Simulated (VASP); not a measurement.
Shape and ions are relaxed at each volume.

Energy against volume of Tb (hcp). Computed with revPBE GGA, VASP's PBE PAW potentials (set 64) (plane waves; VASP).

The 4f electrons are frozen in the core of the lanthanide potential, so 4f levels, which can set the real gap, and their magnetism are missing.

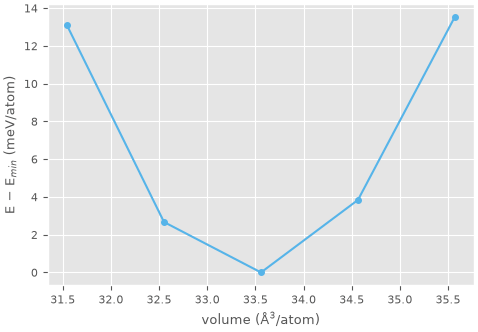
Figure. Energy against volume

**Question.** Estimate the equilibrium volume and the bulk modulus.

**Answer.** The minimum lies near 33.4 Å³/atom, and the curvature gives B0 of about 36 GPa.

Measured: bulk modulus 38.7 GPa (computed value off by -8.0 %), as given by Wikipedia, Terbium (infobox). The calculation is for a static lattice, while the measured bulk modulus holds thermal and zero-point effects, which are part of the difference.

The compound is Tb in the hcp structure. It was relaxed first.
